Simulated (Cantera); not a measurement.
Input: 1 mol CCl4, 2 mol F2, at 1075 °C.

These are equilibrium values from Cantera (NASA tables, ideal gas, pure condensed phases), not measurements of a reactor. Candidate condensed phases: C; 27 gas species. Gases not in the tables: C2F6 and larger saturated fluorocarbons. The numbers say what is thermodynamically allowed, not how fast it happens.

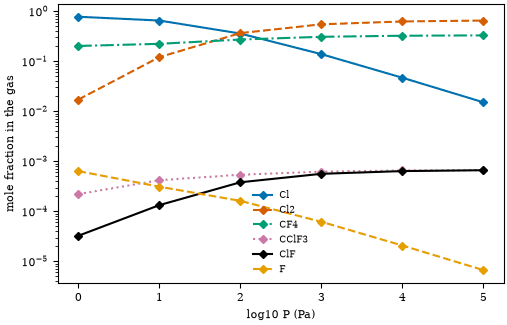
Figure: Equilibrium gas composition (values under 1e-9 drawn at 1e-9)

**Question.** Read off the mole fractions at 1.00 Pa.

**Answer.** Cl about 0.78, CF4 about 0.20, Cl2 about 0.017, F about 0.00064, CClF3 about 0.00022, ClF about 3.3e-5.
